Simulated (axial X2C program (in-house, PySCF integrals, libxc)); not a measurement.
# SbP⁻: from the state search to constants, part 2 of 2

Computed with an in-house X2C program for linear molecules on PySCF integrals; all-electron X2C, Sb dyall-acv3z, P dyall-av3z. Earlier steps stand in the parts before.

### Step 9. PBE0, 2c

State followed: Ω = 1/2 (excess of +ω over −ω: ω = 1/2). The scan is laid around 2.288 Å, a first estimate of the minimum, and this SCF restarts from the orbitals of the search.

The SCF at the reference distance of 2.288 Å:

```text
two-component X2C + atomic mean field  PBE0
basis functions 202  fitting functions 1044  grid points 5079
iter        total energy     max residual
   1      -6819.830972423     5.56e-06
   2      -6819.830972424     5.44e-06
converged
one-electron -9733.53012108  Coulomb 2935.66118612  exact exchange -48.01266603  xc functional -147.05852845  nuclear repulsion 176.93206571  atomic mean-field constant -3.82290870
```

Along the bond, energies from the lowest point:

| R (Å) | E (eV) | μ (D) | HOMO (eV) | LUMO (eV) | iterations |
| --- | --- | --- | --- | --- | --- |
| 1.991 | 1.2066 | -2.50 | 1.10 | 2.62 | 14 |
| 2.082 | 0.4962 | -2.85 | 0.91 | 2.50 | 14 |
| 2.151 | 0.1941 | -3.07 | 0.77 | 2.39 | 14 |
| 2.219 | 0.0402 | -3.26 | 0.63 | 2.27 | 15 |
| 2.288 | 0.0000 | -3.41 | 0.49 | 2.15 | 2 |
| 2.368 | 0.0592 | -3.55 | 0.33 | 2.02 | 15 |
| 2.448 | 0.1976 | -3.60 | 0.19 | 1.91 | 16 |
| 2.551 | 0.4412 | -3.56 | 0.05 | 1.82 | 15 |
| 2.677 | 0.7807 | -3.43 | -0.06 | 1.78 | 15 |
| 2.860 | 1.2797 | -3.23 | -0.14 | 1.78 | 15 |

Dipoles are positive if P is the positive end and refer to the centre of mass.

Outer spinors at the reference distance:

```json
{"ω": "3/2", "occupied": "yes", "ε (eV)": "-31.15", "atomic character": "100% Sb d", "λ mixture": "82% δ, 18% π"}
{"ω": "1/2", "occupied": "yes", "ε (eV)": "-31.12", "atomic character": "100% Sb d", "λ mixture": "59% π, 41% σ"}
{"ω": "-1/2", "occupied": "yes", "ε (eV)": "-31.11", "atomic character": "100% Sb d", "λ mixture": "57% π, 43% σ"}
{"ω": "-3/2", "occupied": "yes", "ε (eV)": "-31.11", "atomic character": "100% Sb d", "λ mixture": "80% δ, 20% π"}
{"ω": "-5/2", "occupied": "yes", "ε (eV)": "-29.94", "atomic character": "100% Sb d", "λ mixture": "100% δ"}
{"ω": "1/2", "occupied": "yes", "ε (eV)": "-29.92", "atomic character": "100% Sb d", "λ mixture": "59% σ, 41% π"}
{"ω": "-1/2", "occupied": "yes", "ε (eV)": "-29.92", "atomic character": "100% Sb d", "λ mixture": "57% σ, 43% π"}
{"ω": "5/2", "occupied": "yes", "ε (eV)": "-29.91", "atomic character": "100% Sb d", "λ mixture": "100% δ"}
{"ω": "-3/2", "occupied": "yes", "ε (eV)": "-29.89", "atomic character": "100% Sb d", "λ mixture": "80% π, 20% δ"}
{"ω": "3/2", "occupied": "yes", "ε (eV)": "-29.89", "atomic character": "100% Sb d", "λ mixture": "82% π, 18% δ"}
{"ω": "-1/2", "occupied": "yes", "ε (eV)": "-11.61", "atomic character": "47% P s, 29% Sb s, 8% Sb p", "λ mixture": "100% σ"}
{"ω": "1/2", "occupied": "yes", "ε (eV)": "-11.22", "atomic character": "43% P s, 32% Sb s, 8% Sb p", "λ mixture": "100% σ"}
{"ω": "-1/2", "occupied": "yes", "ε (eV)": "-7.49", "atomic character": "40% Sb s, 24% P s, 15% P p", "λ mixture": "100% σ"}
{"ω": "1/2", "occupied": "yes", "ε (eV)": "-6.92", "atomic character": "36% Sb s, 27% P s, 14% P p", "λ mixture": "100% σ"}
{"ω": "1/2", "occupied": "yes", "ε (eV)": "-2.18", "atomic character": "47% P p, 43% Sb p, 2% P d", "λ mixture": "78% π, 22% σ"}
{"ω": "-1/2", "occupied": "yes", "ε (eV)": "-2.17", "atomic character": "45% P p, 40% Sb p, 6% Sb s", "λ mixture": "97% σ, 3% π"}
{"ω": "1/2", "occupied": "yes", "ε (eV)": "-1.86", "atomic character": "49% P p, 36% Sb p, 5% Sb s", "λ mixture": "78% σ, 22% π"}
{"ω": "-3/2", "occupied": "yes", "ε (eV)": "-1.59", "atomic character": "55% P p, 37% Sb p, 3% Sb d", "λ mixture": "100% π"}
{"ω": "-1/2", "occupied": "yes", "ε (eV)": "-1.35", "atomic character": "48% Sb p, 42% P p, 4% P d", "λ mixture": "97% π, 3% σ"}
{"ω": "3/2", "occupied": "yes", "ε (eV)": "-1.19", "atomic character": "47% P p, 43% Sb p, 3% P d", "λ mixture": "100% π"}
{"ω": "1/2", "occupied": "yes", "ε (eV)": "0.49", "atomic character": "39% Sb p, 30% P p, 14% Sb d", "λ mixture": "99% π, 1% σ"}
{"ω": "-3/2", "occupied": "no", "ε (eV)": "2.15", "atomic character": "43% Sb p, 24% P p, 16% Sb d", "λ mixture": "100% π"}
{"ω": "-1/2", "occupied": "no", "ε (eV)": "2.52", "atomic character": "35% P p, 31% Sb p, 18% Sb d", "λ mixture": "100% π"}
{"ω": "3/2", "occupied": "no", "ε (eV)": "2.64", "atomic character": "39% Sb p, 28% P p, 18% Sb d", "λ mixture": "100% π"}
{"ω": "-1/2", "occupied": "no", "ε (eV)": "2.94", "atomic character": "74% Sb p, 20% P p, 4% Sb d", "λ mixture": "100% σ"}
```

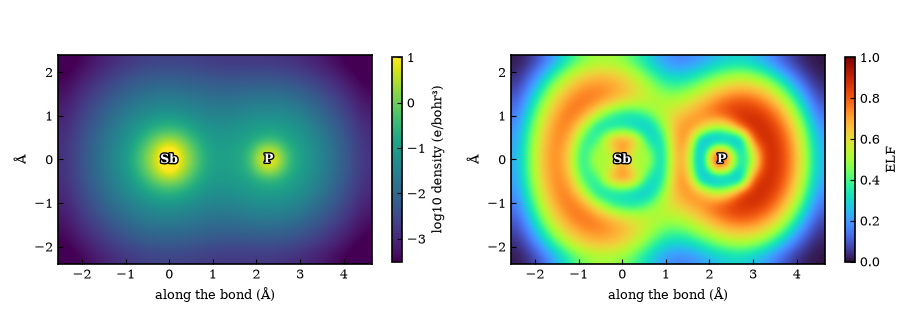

PBE0 fields in a plane through the axis, from a grid of 0.3 Å; Sb lies at z = 0 and P at z = 2.288 Å; the ELF is damped to zero where the density is low.

Re = 2.282 Å, ωe = 452 cm⁻¹, ωexe = 1.97 cm⁻¹, Be = 0.1312 cm⁻¹, De = 3.54 eV, μ = -3.40 D.

### Step 10. HF, 2c

Output at 2.288 Å:

```text
two-component X2C + atomic mean field  HF
basis functions 202  fitting functions 1044  grid points 5079
iter        total energy     max residual
   1      -6816.810442067     3.83e-01
   2      -6816.835830474     4.72e-03
   3      -6816.837245909     3.62e-03
   4      -6816.837881602     3.86e-03
   5      -6816.838486908     3.79e-03
   6      -6816.839052508     4.16e-03
   7      -6816.838664221     4.08e-03
   8      -6816.835979260     2.11e-03
   9      -6816.835330177     7.82e-04
  10      -6816.835429741     1.01e-03
  11      -6816.835408655     5.77e-04
  12      -6816.835426830     4.26e-04
  13      -6816.835437799     2.43e-04
  14      -6816.835444017     1.58e-04
  15      -6816.835446974     7.88e-05
  16      -6816.835447862     4.48e-05
  17      -6816.835448159     2.42e-05
  18      -6816.835448310     1.39e-05
  19      -6816.835448360     6.59e-06
  20      -6816.835448366     2.82e-06
  21      -6816.835448367     2.00e-06
converged
one-electron -9731.97218222  Coulomb 2934.15048652  exact exchange -192.12290968  xc functional 0.00000000  nuclear repulsion 176.93206571  atomic mean-field constant -3.82290870
```

On the way the iterations pass 0.098 eV below the final energy, so this may not be the lowest solution of its occupation.

No constants are quoted: the dipole of the solution doesn't run smoothly along the scan, a sign that its character may change, so the fit is set aside.

### Step 11. B97-3, 2c

Output at 2.288 Å:

```text
two-component X2C + atomic mean field  B97-3
basis functions 202  fitting functions 1044  grid points 5079
iter        total energy     max residual
   1      -6819.889232031     4.15e-02
   2      -6819.889635801     3.59e-03
   3      -6819.887757837     8.60e-03
   4      -6819.889943897     8.57e-04
   5      -6819.889965507     4.79e-04
   6      -6819.889973394     2.39e-04
   7      -6819.889977662     2.24e-04
   8      -6819.889986333     7.20e-05
   9      -6819.889987110     1.87e-05
  10      -6819.889987191     7.01e-06
  11      -6819.889987193     1.82e-06
converged
one-electron -9733.51178081  Coulomb 2935.64624282  exact exchange -51.71776919  xc functional -143.41583702  nuclear repulsion 176.93206571  atomic mean-field constant -3.82290870
```

Re = 2.295 Å, ωe = 446 cm⁻¹, ωexe = 1.44 cm⁻¹, Be = 0.1298 cm⁻¹, De = 3.63 eV, μ = -3.62 D.

### Step 12. Correlated methods, 2c

Correlated methods: 11 electrons correlated (frozen shells, counted by type: Sb 4 s, 3 p, 2 d; P 2 s, 1 p), 291 virtual spinors in MP2, 90 natural virtuals in coupled cluster.

Output of the correlated part at 2.288 Å:

```text
correlated 11  virtual 291  natural virtual 90  E(MP2) -0.267979861  MP2 remainder -0.011227678
iter   CCSD correlation   residual
   1     -0.261942502   1.67e-01
   2     -0.271741793   6.72e-02
   3     -0.274601080   2.96e-02
   4     -0.274935935   1.32e-02
   5     -0.275047904   6.99e-03
   6     -0.275106216   4.14e-03
   7     -0.275139369   1.87e-03
   8     -0.275160934   8.36e-04
   9     -0.275153794   4.50e-04
  10     -0.275158567   2.75e-04
  11     -0.275155772   1.46e-04
  12     -0.275158407   7.27e-05
  13     -0.275157824   3.28e-05
  14     -0.275157923   1.27e-05
  15     -0.275157945   5.50e-06
  16     -0.275157952   2.49e-06
(T) -0.019983290  T1 0.0421  D1 0.0846  max T2 0.118
```

MP2: No constants are quoted: the dipole of the HF reference doesn't run smoothly along the scan, a sign that its character may change, so the fit is set aside.

CCSD: No constants are quoted: the dipole of the HF reference doesn't run smoothly along the scan, a sign that its character may change, so the fit is set aside.

CCSD(T): No constants are quoted: the dipole of the HF reference doesn't run smoothly along the scan, a sign that its character may change, so the fit is set aside.

### Step 13. A higher determinant, 2c

State: Ω = 3/2 (excess of +ω over −ω: ω = 3/2).

Output at the reference distance:

```text
two-component X2C + atomic mean field  PBE0
basis functions 202  fitting functions 1044  grid points 5079
iter        total energy     max residual
   1      -6819.824071688     3.84e-06
   2      -6819.824071690     5.56e-06
   3      -6819.824071691     4.91e-06
converged
one-electron -9733.29571073  Coulomb 2935.42692631  exact exchange -48.01075609  xc functional -147.05368818  nuclear repulsion 176.93206571  atomic mean-field constant -3.82290870
```

| R (Å) | E above the lowest PBE0 point (eV) |
| --- | --- |
| 1.991 | 1.363 |
| 2.082 | 0.663 |
| 2.151 | 0.368 |
| 2.219 | 0.221 |
| 2.288 | 0.188 |
| 2.368 | 0.256 |
| 2.448 | 0.407 |
| 2.551 | 0.673 |
| 2.677 | 1.036 |

Re = 2.277 Å, ωe = 459 cm⁻¹, ωexe = 1.48 cm⁻¹, Be = 0.1318 cm⁻¹, μ = -3.14 D. Te = 0.19 eV. As a difference of two determinants it need not be a gap between pure terms.

### Step 14. The 2c curves together

Energy (eV) of the followed determinant, 2c, from each level's lowest point:

| R (Å) | PBE0 | HF (dipole not smooth) | MP2 (HF's dipole not smooth) | CCSD (HF's dipole not smooth) | CCSD(T) (HF's dipole not smooth) | B97-3 |
| --- | --- | --- | --- | --- | --- | --- |
| 1.991 | 1.207 | 1.118 | 1.469 | n/a | n/a | 1.289 |
| 2.082 | 0.496 | 0.374 | 0.850 | 0.614 | 0.687 | 0.550 |
| 2.151 | 0.194 | 0.148 | 0.324 | 0.262 | 0.304 | 0.228 |
| 2.219 | 0.040 | 0.012 | 0.086 | 0.070 | 0.091 | 0.056 |
| 2.288 | 0.000 | 0.000 | 0.000 | 0.000 | 0.000 | 0.000 |
| 2.368 | 0.059 | 0.098 | 0.045 | 0.032 | 0.006 | 0.043 |
| 2.448 | 0.198 | 0.275 | 0.251 | 0.153 | 0.103 | 0.171 |
| 2.551 | 0.441 | 0.559 | 0.667 | 0.397 | 0.318 | 0.412 |
| 2.677 | 0.781 | 0.232 | 1.413 | n/a | n/a | 0.755 |
| 2.860 | 1.280 | 0.514 | 1.972 | n/a | n/a | 1.258 |

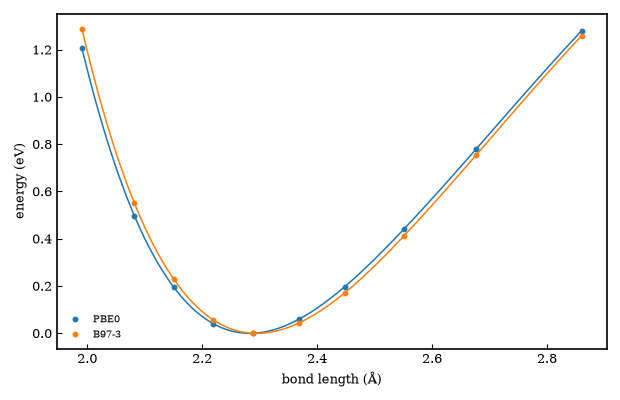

Curves of the followed state, 2c, each from its own lowest point. Left out: HF, MP2, CCSD, CCSD(T).

The whole job took 4.8 min on 1 thread of Intel Xeon Platinum 8124M at 3.00GHz (Skylake/Cascade Lake), shared host; peak memory 0.74 GiB.

### Step 15. Constants

What follows sums up all 2 parts.

Lowest determinant that the search found at its distance, spin-free: M_S = 1/2, Λ = 1 (beyond closed shells: π+α).

Lowest determinant that the search found at its distance, 2c: Ω = 1/2 (excess of +ω over −ω: ω = 1/2).

```json
{"Hamiltonian": "spin-free", "level": "PBE0", "Re (Å)": "2.277", "ωe (cm⁻¹)": "462", "De (eV)": "3.56"}
{"Hamiltonian": "spin-free", "level": "B97-3", "Re (Å)": "2.290", "ωe (cm⁻¹)": "451", "De (eV)": "3.71"}
{"Hamiltonian": "2c", "level": "PBE0", "Re (Å)": "2.282", "ωe (cm⁻¹)": "452", "De (eV)": "3.54"}
{"Hamiltonian": "2c", "level": "B97-3", "Re (Å)": "2.295", "ωe (cm⁻¹)": "446", "De (eV)": "3.63"}
```

No constants: spin-free HF (the dipole of the solution doesn't run smoothly along the scan, a sign that its character may change, so the fit is set aside); spin-free MP2 (the dipole of the HF reference doesn't run smoothly along the scan, a sign that its character may change, so the fit is set aside); spin-free CCSD (the dipole of the HF reference doesn't run smoothly along the scan, a sign that its character may change, so the fit is set aside); spin-free CCSD(T) (the dipole of the HF reference doesn't run smoothly along the scan, a sign that its character may change, so the fit is set aside); 2c HF (the dipole of the solution doesn't run smoothly along the scan, a sign that its character may change, so the fit is set aside); 2c MP2 (the dipole of the HF reference doesn't run smoothly along the scan, a sign that its character may change, so the fit is set aside); 2c CCSD (the dipole of the HF reference doesn't run smoothly along the scan, a sign that its character may change, so the fit is set aside); 2c CCSD(T) (the dipole of the HF reference doesn't run smoothly along the scan, a sign that its character may change, so the fit is set aside).

Time per point (s) on 1 thread of Intel Xeon Platinum 8124M at 3.00GHz (Skylake/Cascade Lake), shared host (2c runs); the times are rough: PBE0 1.1, B97-3 1.3.

At PBE0, going from spin-free to two-component changes Re by +5 mÅ, ωe by -2.1 %, which is small (part of it comes from the scalar share of the two-electron terms). De moves by -0.02 eV; both De rest on single-determinant atoms, which can miss part of an open shell's spin–orbit lowering. The highest occupied level is positive at the mean-field levels quoted, but negative in the Hartree–Fock runs, so self-interaction plays a part.

De refers to Sb- + P, each in the lowest determinant found, which need not be this curve's own limit. Each curve is one determinant whose occupation by symmetry is held fixed; it was picked as the lowest of a PBE0 search that is not exhaustive. De is counted from the lowest determinant-based energies of the atoms at the same level, without counterpoise correction. Density functionals use the spin component along the axis (collinear). The spin-free determinant is spin-contaminated at some levels.
